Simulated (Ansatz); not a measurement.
# TlGa (hypothetical, Fm-3m): thermal expansion from first principles

Aim: the lattice, expansion, heat capacity and bulk modulus of TlGa (hypothetical) as it warms. The crystal structure is hypothetical: it was made by swapping elements on a known structure type.

Main program and level: Ansatz 0.2.0; DFT PBE, scalar-relativistic, plane waves, PAW.

## Step 1: The structure

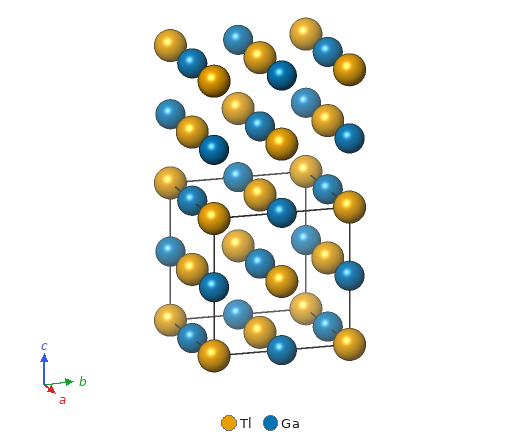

The cell as given, slightly off an axis (thallium orange, gallium blue). 1×1×2 cells are drawn. This picture shows the conventional cell, with its axes. Some periodic images of atoms are drawn too.

## Step 2: A first coarse run

A cheap single point shows whether the cell is a metal or an insulator and how far it is from rest; that sets the k-mesh and the occupations of what follows.

File input.yaml:

```yaml
crystal:
  lattice:
    - [0.0, 2.64103, 2.64103]
    - [2.64103, 0.0, 2.64103]
    - [2.64103, 2.64103, 0.0]
  atoms:
    - { symbol: Tl, position: [0.0, 0.0, 0.0] }
    - { symbol: Ga, position: [0.5, 0.5, 0.5] }
kpoints:
  mp_grid: { grid: [6, 6, 6] }
hamiltonian:
  xc: pbe
scf:
  occupations: { method: gaussian, width: 0.1 }
output:
  forces: true
  stress: true
  eigenvalues: true
```

Command:

```sh
$ ansatz run input.yaml --threads 4 --pin off --max-ram 8192MiB --backend cpu --events-out ev --progress --plain --runs-dir out
```

Numbers of over 12 decimals in the logs are rounded to 6 here.

The log of the run:

```text
Engine: ansatz 0.2.0, x86_64-unknown-linux-gnu
Pseudopotentials: kind: paw
Pseudopotential: Tl, paw, valence charge 13, recommended cutoff 420 eV (normal), Tl.paw.azcp
Pseudopotential: Ga, paw, valence charge 13, recommended cutoff 420 eV (normal), Ga.paw.azcp
Functional definition: PBE
  parameter kappa = 0.804
  parameter beta = 0.066725
  exchange = pbe_x(kappa = kappa, mu = beta*pi^2/3)
  correlation = pbe_c(beta = beta)
Crystal: 2 atoms, lattice volume = 36.843 Å³
Basis set: ecut = 420 eV, 725 PW (Γ), exchange–correlation on 50×50×50 points (8 copies of the dense FFT grid, shifted against one another)
Bands: 17, of which v1, the nominal top of the filled ones, is band 13 counted from 1 (12 counted from 0)
Symmetry: 48 space group operations
Space group: Fm-3m (ITA 225), of the structure as read, at distance tolerance 3.3e-5 Å
k-points: 16 of 216
Non-local potential: Tl, projectors of the file, l = 0: 2, l = 1: 2, l = 2: 2, l = 3: 1
Non-local potential: Ga, projectors of the file, l = 0: 2, l = 1: 2, l = 2: 3, l = 3: 1
PAW form: soft (Blöchl's): semilocal exchange-correlation on the pseudo side does not see the compensation charge
PAW one-centre angular grid: Tl, 590 points (default); XC on 64 Gauss nodes
PAW one-centre angular grid: Ga, 590 points (default); XC on 64 Gauss nodes
Initial density: superposition of atomic densities (neutral atoms: chi_scale 0, normalization atom), corrected by the library's trained network
Initial wavefunctions: pseudopotential atomic-orbital guess
Functional: x = pbe(κ = 0.804, μ = 0.219515), c = pbe(β = 0.066725)
SCF iter   1: F=—  HF=-15225.687207 eV  |F-HF|=—  |Δ(HF+E_count)|=         —  Δρ=2.35e-3  dr2=2.83e-3  ethr=1.77e-3  ⟨swp⟩=5.6  Hψ=1430  notcnv=0
preconditioner: auto → none  [insulator: Δε(μ)=0.242 eV  Ē_g=17.032 eV  σ=0.100 eV  W_gap=0.66  n_scr=14 (ndim 8)  ℏωp=31.2 eV  f_vac=0.000  D(μ)=1.15/eV (n_scr^D=8)  ε∞_Penn≈4.4]
SCF iter   2: F=—  HF=-15225.685158 eV  |F-HF|=—  |Δ(HF+E_count)|=   2.05e-3  Δρ=6.97e-4  dr2=1.26e-4  ethr=1.09e-5  ⟨swp⟩=2.7  Hψ=576  notcnv=0
SCF iter   3: F=—  HF=-15225.685129 eV  |F-HF|=—  |Δ(HF+E_count)|=   2.90e-5  Δρ=2.79e-4  dr2=1.31e-5  ethr=4.86e-7  ⟨swp⟩=2.2  Hψ=413  notcnv=0  defer=1
SCF iter   4: F=—  HF=-15225.685129 eV  |F-HF|=—  |Δ(HF+E_count)|=   2.84e-7  Δρ=6.34e-5  dr2=5.35e-7  ethr=5.03e-8  ⟨swp⟩=2.0  Hψ=465  notcnv=0  defer=1
SCF iter   5: F=—  HF=-15225.685129 eV  |F-HF|=—  |Δ(HF+E_count)|=   4.68e-7  Δρ=2.63e-5  dr2=1.25e-7  ethr=2.06e-9  ⟨swp⟩=2.0  Hψ=470  notcnv=0  defer=1
SCF iter   6: F=-15225.685130 eV  HF=-15225.685130 eV  |F-HF|=1.08e-8  |Δ(HF+E_count)|=   8.76e-8  Δρ=7.20e-6  dr2=6.83e-9  ethr=3.85e-10  ⟨swp⟩=5.9  Hψ=1258  notcnv=0
SCF 1 converged in 6 iterations: F = -15225.685130 eV  dr2 = 6.83e-9
  greatest PAW one-centre occupation: 0.994 electrons in one spin orbital (limit 2), on the Ga atom at site 1 (counted from 0), in its partial waves of l = 2
SCF converged after 6 iterations
Free energy (F): -15225.685130 eV
Harris-Foulkes:  -15225.685130 eV  (|F-HF|=1.08e-8)
Internal energy: -15225.679371 eV  (E = F + TS)
E sigma→0 (E₀):  -15225.682250 eV
Entropy (-TS):   -0.005758 eV (-2.879 meV/atom)
Fermi energy:    13.944064 eV
--- Per-component energies (eV) ---
  E_band       = 61.961795
  E_kinetic    = 457.832273
  E_local      = -2457.403339  (includes V_loc(G=0)·N_el)
  E_nonlocal   = 738.666986
  E_hartree    = 1103.665582
  E_xc         = -303.918597
  E_vxc        = -205.761612  (∫ρ·V_xc dr)
  E_paw        = -12150.134174  (= ΣΔE_a)
  E_vpaw       = -678.704032  (= ΣTr[D̂ρ^β])
  E_aug_tail   = -0.000097  (compensation charges beyond the density's cutoff)
  E_ewald      = -2614.388005
  E_smearing   = -0.005758  (= −TS)
  E_closure    = 0.000000  (closes the sum)
  Σ components = -15225.685130   (vs F -15225.685130, Δ=0.00e0)
--- Forces (eV/Å), atoms counted from 1 ---
  atom   1  Tl    -0.00000000    -0.00000000    -0.00000000
  atom   2  Ga     0.00000000    -0.00000000     0.00000000
  max |Σ_I F_I| component: 2.09e-29 eV/Å
--- Stress (GPa, compression-positive) ---
       30.719172      -0.000000      -0.000000
        0.000000      30.719172       0.000000
        0.000000      -0.000000      30.719172
  P = ⅓ Tr σ = 30.7192 GPa (307.192 kbar)
--- Band table (eV; the first three rows and the last of 16) ---
  k-point 0: bands = [... 9 lower, 2.1988, 2.1988, 16.7040, 16.7040, 16.7040, 19.2705, 22.1930, 23.6829]
  k-point 1: bands = [... 9 lower, 2.1147, 2.1147, 13.5585, 16.8801, 16.8801, 20.2766, 21.9362, 22.2548]
  k-point 2: bands = [... 9 lower, 2.1429, 3.5856, 9.5424, 17.4239, 17.4239, 19.2801, 20.0697, 20.0697]
  k-point 15: bands = [... 9 lower, 2.2816, 7.8187, 9.6920, 9.9057, 11.5603, 17.7870, 21.1736, 23.7279]
```

Wall time 1.4 s (4 threads of Intel Xeon Platinum 8488C (Sapphire Rapids), shared host); peak memory 0.36 GiB.

Numbers from this step:

```yaml
pressure: 30.72 GPa
volume_per_atom: 18.42 Å³
gap_on_the_k_mesh: 0 eV
```

The start is under 31 GPa at this level and looks like a metal on this mesh.

## Step 3: A loose first relaxation

The start is far from rest, so a relaxation with loose thresholds first brings it near the minimum.

input.yaml, as its differences from that of step 2:

```diff
@@ -18 +18,6 @@
   eigenvalues: true
+relax:
+  adjacent_minimum: "off"
+  f_tol: 0.05
+  max_steps: 80
+  cell: { stress_tol: 0.5 }
```

The log of the run:

```text
[...]
Crystal: 2 atoms, lattice volume = 36.843 Å³
Basis set: ecut = 420 eV, 725 PW (Γ), exchange–correlation on 50×50×50 points (8 copies of the dense FFT grid, shifted against one another)
Bands: 17, of which v1, the nominal top of the filled ones, is band 13 counted from 1 (12 counted from 0)
Symmetry: 48 space group operations
[...]
k-points: 16 of 216
[...]
SCF iter   1: F=—  HF=-15225.687207 eV  |F-HF|=—  |Δ(HF+E_count)|=         —  Δρ=2.35e-3  dr2=2.83e-3  ethr=1.77e-3  ⟨swp⟩=5.6  Hψ=1430  notcnv=0
[...]
SCF iter   6: F=-15225.685130 eV  HF=-15225.685130 eV  |F-HF|=1.08e-8  |Δ(HF+E_count)|=   8.76e-8  Δρ=7.20e-6  dr2=6.84e-9  ethr=3.85e-10  ⟨swp⟩=5.9  Hψ=1258  notcnv=0
SCF 1 converged in 6 iterations: F = -15225.685130 eV  dr2 = 6.84e-9
[...]
relax step   1: F+E_penalty+E_count = -15225.68512955 eV  Δ(F+E_penalty+E_count) = +0.000e0 eV  max|allowed force component| = 7.967e-29 eV/Å  Δτ_max = 0.0000 Å  P = +30.719 GPa  Ω = 36.843 Å³  (6 SCF iters, dr2 threshold 1.00e-7 eV, accepted)
Crystal: 2 atoms, lattice volume = 42.498 Å³
Basis set: ecut = 420 eV, 869 PW (Γ), exchange–correlation on 50×50×50 points (8 copies of the dense FFT grid, shifted against one another)
[...]
iter 1 solved again at ethr=7.67e-5 eV; its pass at ethr=3.10e-3 eV (dr2=2.00e-2 eV) is discarded
[...]
SCF iter   6: F=-15226.404663 eV  HF=-15226.404663 eV  |F-HF|=2.68e-8  |Δ(HF+E_count)|=   1.02e-6  Δρ=1.51e-5  dr2=6.37e-8  ethr=7.69e-10  ⟨swp⟩=7.2  Hψ=1479  notcnv=0
SCF 2 converged in 6 iterations: F = -15226.404663 eV  dr2 = 6.37e-8
relax step   2: F+E_penalty+E_count = -15226.40466321 eV  Δ(F+E_penalty+E_count) = -7.195e-1 eV  max|allowed force component| = 1.052e-29 eV/Å  Δτ_max = 0.0000 Å  P = +12.471 GPa  Ω = 42.498 Å³  energy of the carried Pulay correction = -2.537e-3 eV  (6 SCF iters, dr2 threshold 2.00e-7 eV, accepted)
Crystal: 2 atoms, lattice volume = 47.460 Å³
Basis set: ecut = 420 eV, 941 PW (Γ), exchange–correlation on 50×50×50 points (8 copies of the dense FFT grid, shifted against one another)
[...]
SCF iter   6: F=-15226.671707 eV  HF=-15226.671707 eV  |F-HF|=8.98e-9  |Δ(HF+E_count)|=   6.18e-7  Δρ=1.01e-5  dr2=3.55e-8  ethr=7.69e-10  ⟨swp⟩=6.9  Hψ=1383  notcnv=0
SCF 3 converged in 6 iterations: F = -15226.671707 eV  dr2 = 3.55e-8
relax step   3: F+E_penalty+E_count = -15226.67170664 eV  Δ(F+E_penalty+E_count) = -2.670e-1 eV  max|allowed force component| = 1.088e-29 eV/Å  Δτ_max = 0.0000 Å  P = +5.287 GPa  Ω = 47.460 Å³  energy of the carried Pulay correction = -4.486e-3 eV  (6 SCF iters, dr2 threshold 2.00e-7 eV, accepted)
[...]
relax step   4: F+E_penalty+E_count = -15226.74667174 eV  Δ(F+E_penalty+E_count) = -7.497e-2 eV  max|allowed force component| = 9.171e-30 eV/Å  Δτ_max = 0.0000 Å  P = +0.465 GPa  Ω = 51.912 Å³  energy of the carried Pulay correction = -6.052e-3 eV  (7 SCF iters, dr2 threshold 2.00e-7 eV, accepted)
[...]
relax step   5: F+E_penalty+E_count = -15226.76574691 eV  Δ(F+E_penalty+E_count) = -1.908e-2 eV  max|allowed force component| = 1.464e-29 eV/Å  Δτ_max = 0.0000 Å  P = +1.282 GPa  Ω = 51.912 Å³  stress off target by 1.28e0 GPa  SCF on the basis re-selected at this cell (its energy is not comparable with the rows above)  (7 SCF iters)
[...]
relax step   6: F+E_penalty+E_count = -15226.77222649 eV  Δ(F+E_penalty+E_count) = -6.480e-3 eV  max|allowed force component| = 5.082e-29 eV/Å  Δτ_max = 0.0000 Å  P = +0.406 GPa  Ω = 53.225 Å³  energy of the carried Pulay correction = -3.473e-4 eV  (5 SCF iters, dr2 threshold 2.00e-7 eV, accepted)
[...]
SCF iter   5: F=-15226.772550 eV  HF=-15226.772550 eV  |F-HF|=7.20e-10  |Δ(HF+E_count)|=   3.00e-9  Δρ=1.01e-6  dr2=7.17e-10  ethr=7.69e-12  ⟨swp⟩=4.1  Hψ=855  notcnv=0
SCF 7 converged in 5 iterations: F = -15226.772550 eV  dr2 = 7.17e-10
relax step   7: F+E_penalty+E_count = -15226.77255032 eV  Δ(F+E_penalty+E_count) = -3.238e-4 eV  max|allowed force component| = 8.444e-29 eV/Å  Δτ_max = 0.0000 Å  P = +0.400 GPa  Ω = 53.225 Å³  stress off target by 4.00e-1 GPa  SCF on the basis re-selected at this cell (its energy is not comparable with the rows above)  (5 SCF iters)
[...]
SCF converged after 5 iterations
Free energy (F): -15226.772550 eV
[...]
Internal energy: -15226.763412 eV  (E = F + TS)
E sigma→0 (E₀):  -15226.767981 eV
Entropy (-TS):   -0.009138 eV (-4.569 meV/atom)
Fermi energy:    8.510331 eV
[...]
--- Stress (GPa, compression-positive) ---
        0.400411       0.000000       0.000000
        0.000000       0.400411       0.000000
        0.000000      -0.000000       0.400411
  P = ⅓ Tr σ = 0.4004 GPa (4.004 kbar)
--- Band table (eV; the first three rows and the last of 16) ---
  k-point 0: bands = [... 9 lower, -2.8543, -1.2876, 9.5159, 10.6311, 10.6311, 10.6311, 16.2553, 16.2553]
  k-point 1: bands = [... 9 lower, -2.8498, -0.9235, 7.2204, 10.7146, 10.7146, 11.9635, 14.7345, 14.9312]
  k-point 2: bands = [... 9 lower, -2.8135, 0.1732, 4.4148, 11.0629, 11.0629, 12.2183, 13.1782, 13.1782]
  k-point 15: bands = [... 9 lower, -2.7562, 2.6598, 4.2275, 5.7386, 7.0414, 10.8305, 14.8069, 15.3893]
--- Relaxed structure (5 steps of the walk, 5 accepted, 2 SCFs on fresh bases) ---
  F+E_penalty+E_count = -15226.77255032 eV   max|allowed force component| = 8.444e-29 eV/Å   (the final SCF, on the basis selected at the relaxed cell)
  cell:  # Å, volume = 53.2254 Å³
    - [0, 2.985587, 2.985587]
    - [2.985587, 0, 2.985587]
    - [2.985587, 2.985587, 0]
  atoms:
    - { symbol: Tl, position: [0, 0, 0] }
    - { symbol: Ga, position: [0.500000, 0.500000, 0.500000] }
```

Elapsed: 2.1 s, on 4 threads; peak memory 0.4 GiB; 6.1 s of CPU time.

Relaxation path:

| step | energy less that of the first step (eV) | largest force component (eV/Å) | pressure (GPa) | volume (Å³) |
| --- | --- | --- | --- | --- |
| 1 | 0.0000 | 0.0000 | 30.72 | 36.84 |
| 2 | -0.7195 | 0.0000 | 12.47 | 42.50 |
| 3 | -0.9866 | 0.0000 | 5.29 | 47.46 |
| 4 | -1.0615 | 0.0000 | 0.47 | 51.91 |
| 5* | -1.0806 | 0.0000 | 1.28 | 51.91 |
| 6 | -1.0871 | 0.0000 | 0.41 | 53.23 |
| 7* | -1.0874 | 0.0000 | 0.40 | 53.23 |

Relaxation steps marked * repeat the geometry before them on a plane-wave basis chosen anew for their cell, so energy and pressure can jump there.

Forces are held to the 48 operations that the run works with; a distortion that breaks them can't arise in this run.

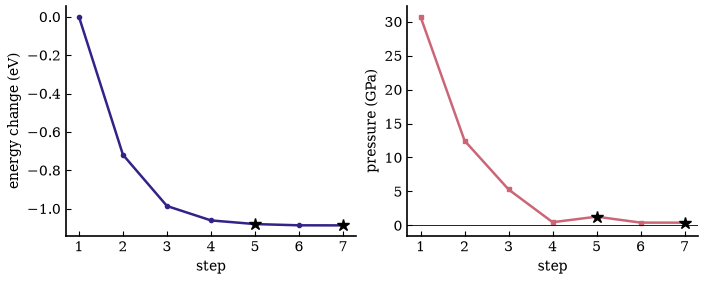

Energy and pressure along the relaxation. Stars mark steps on a basis chosen anew.

```csv
cell as run,before,after,change
a (Å),3.735,4.222,+13.0 %
b (Å),3.735,4.222,+13.0 %
c (Å),3.735,4.222,+13.0 %
volume (Å³/atom),18.42,26.61,+44.5 %
```

Final coordinates:

```
Tl Ga
1.0
     0.00000    2.98559    2.98559
     2.98559    0.00000    2.98559
     2.98559    2.98559    0.00000
Tl Ga
1 1
Cartesian
  0.0000 0.0000 0.0000
  2.9856 2.9856 2.9856
```

This step gave:

* pressure: 0.4004 GPa
* volume per atom: 26.61 Å³

The relaxation ends with a pressure of 0.40 GPa.

## Step 4: Finding the static equilibrium

The vibrations must be taken about the equilibrium of this functional, not about the starting cell, so the structure is relaxed.

input.yaml, the sections that differ from step 3:

```yaml
crystal:
  lattice:
    - [0.0, 2.985586778, 2.985586778]
    - [2.985586778, 0.0, 2.985586778]
    - [2.985586778, 2.985586778, 0.0]
  atoms:
    - { symbol: Tl, position: [0.0, 0.0, 0.0] }
    - { symbol: Ga, position: [0.5, 0.5, 0.5] }
kpoints:
  mp_grid: { grid: [12, 12, 12] }
relax:
  adjacent_minimum: "off"
  f_tol: 0.005
  max_steps: 80
  cell: { stress_tol: 0.05 }
# hamiltonian, scf, output: as in step 3
```

The log of the run:

```text
[...]
Crystal: 2 atoms, lattice volume = 53.225 Å³
Basis set: ecut = 420 eV, 1037 PW (Γ), exchange–correlation on 60×60×60 points (8 copies of the dense FFT grid, shifted against one another)
Bands: 17, of which v1, the nominal top of the filled ones, is band 13 counted from 1 (12 counted from 0)
Symmetry: 48 space group operations
[...]
k-points: 72 of 1728
[...]
k-point 71: bands = [... 9 lower, -2.8754, 2.8025, 3.5959, 6.2348, 6.2348, 12.5533, 13.1381, 16.2225]
--- Relaxed structure (3 steps of the walk, 3 accepted, 1 SCFs on fresh bases) ---
[...]
cell:  # Å, volume = 53.7743 Å³
    - [0, 2.995815, 2.995815]
    - [2.995815, 0, 2.995815]
    - [2.995815, 2.995815, 0]
  atoms:
    - { symbol: Tl, position: [0, 0, 0] }
    - { symbol: Ga, position: [0.5, 0.5, 0.5] }
[key lines of the parts left out:]
SCF converged after 6 iterations
Free energy (F): -15226.789222 eV
Fermi energy:    8.396069 eV
P = ⅓ Tr σ = 0.0057 GPa (0.057 kbar)
```

Run time: 4.2 s. Hardware: 4 threads; peak memory 0.48 GiB.

Relaxation path:

| step | energy less that of the first step (eV) | largest force component (eV/Å) | pressure (GPa) | volume (Å³) |
| --- | --- | --- | --- | --- |
| 1 | 0.0000 | 0.0000 | 0.25 | 53.23 |
| 2 | -0.0003 | 0.0000 | 0.08 | 53.60 |
| 3 | -0.0003 | 0.0000 | 0.01 | 53.77 |
| 4* | -0.0004 | 0.0000 | 0.01 | 53.77 |

Relaxation steps marked * repeat the geometry before them on a plane-wave basis chosen anew for their cell, so energy and pressure can jump there.

Forces are held to the 48 operations that the run works with; a distortion that breaks them can't arise in this run.

```csv
"conventional cell, symmetrised",before,after,change
a (Å),5.971,5.992,+0.3 %
b (Å),5.971,5.992,+0.3 %
c (Å),5.971,5.992,+0.3 %
volume (Å³/atom),26.61,26.89,+1.0 %
```

The relaxed structure:

```xyz
2
Lattice="0.0000 2.9958 2.9958 2.9958 0.0000 2.9958 2.9958 2.9958 0.0000" Properties=species:S:1:pos:R:3 pbc="T T T"
Tl    0.0000    0.0000    0.0000
Ga    2.9958    2.9958    2.9958
```

This step gave:

```
pressure        : 0.005744 GPa
volume per atom : 26.89 Å³
```

The relaxation ends with a pressure of 0.01 GPa.

## Step 5: Relaxing to small residual forces and stress

The relaxation is repeated with tighter thresholds on force and stress, since phonons are sensitive to what is left; a change of mesh or smearing in the input moves the cell too.

input.yaml, the sections that differ from step 4:

```yaml
crystal:
  lattice:
    - [0.0, 2.995815394, 2.995815394]
    - [2.995815394, 0.0, 2.995815394]
    - [2.995815394, 2.995815394, 0.0]
  atoms:
    - { symbol: Tl, position: [0.0, 0.0, 0.0] }
    - { symbol: Ga, position: [0.5, 0.5, 0.5] }
scf:
  occupations: { method: methfessel_paxton, width: 0.15 }
relax:
  adjacent_minimum: "off"
  f_tol: 0.001
  max_steps: 60
  cell: { stress_tol: 0.01 }
# kpoints, hamiltonian, output: as in step 4
```

The log of the run:

```text
[...]
Crystal: 2 atoms, lattice volume = 53.774 Å³
Basis set: ecut = 420 eV, 1067 PW (Γ), exchange–correlation on 60×60×60 points (8 copies of the dense FFT grid, shifted against one another)
Bands: 17, of which v1, the nominal top of the filled ones, is band 13 counted from 1 (12 counted from 0)
Symmetry: 48 space group operations
[...]
k-points: 72 of 1728
[...]
k-point 71: bands = [... 9 lower, -2.8706, 2.8074, 3.6010, 6.2387, 6.2387, 12.5604, 13.1455, 16.2291]
--- Relaxed structure (2 steps of the walk, 2 accepted, 1 SCFs on fresh bases) ---
[...]
cell:  # Å, volume = 53.7502 Å³
    - [0, 2.995368, 2.995368]
    - [2.995368, 0, 2.995368]
    - [2.995368, 2.995368, 0]
  atoms:
    - { symbol: Tl, position: [0, 0, 0] }
    - { symbol: Ga, position: [0.5, 0.5, 0.5] }
[key lines of the parts left out:]
SCF converged after 6 iterations
Free energy (F): -15226.786273 eV
Fermi energy:    8.392300 eV
P = ⅓ Tr σ = -0.0062 GPa (-0.062 kbar)
```

The job ended after 2.4 s (4 threads; peak memory 0.47 GiB; 8 s of CPU time).

Little changed from the start: no atom moved by 0.005 Å and no cell edge by 0.1 %.

This step gave:

| Quantity | Value |
| --- | --- |
| pressure | -0.006190 GPa |
| volume per atom | 26.88 Å³ |

The residual pressure is -0.0062 GPa, small enough for phonons.

[end of part 1 of 3]

[Logs are printed without paths, hosts, clocks, repeated set-up lines and the standing remarks that a program may print on its own settings, such as how far it seeks lower states.]

[Hosts, paths, dates, database ids (printed as entryN), source tags and the programs' standing remarks are cut or masked in the printed files.]

[A step with changed settings may run another functional than the one named; its input shows which.]
